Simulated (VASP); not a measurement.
Band structure of NiGe (relaxed from the CsCl structure, space group Pm-3m). Calculation: r2SCAN meta-GGA, VASP's PBE PAW potentials (set 64) (plane waves; VASP).

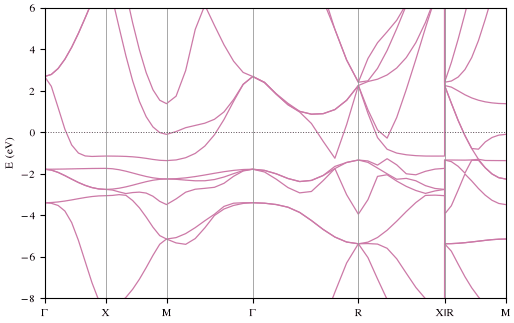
*Bands along high-symmetry lines, zero at the valence-band maximum or, without a gap, the Fermi level*

Q: Read the plot: is there a gap, and where are the band edges?

A: It has no gap at this level: it comes out as a metal or semimetal.

The structure was generated: NiGe was put into the CsCl type (Pm-3m), which need not be its known phase. It was relaxed first, which changed the volume by +6 %. The run is not spin-polarised, so no magnetic state was tried.
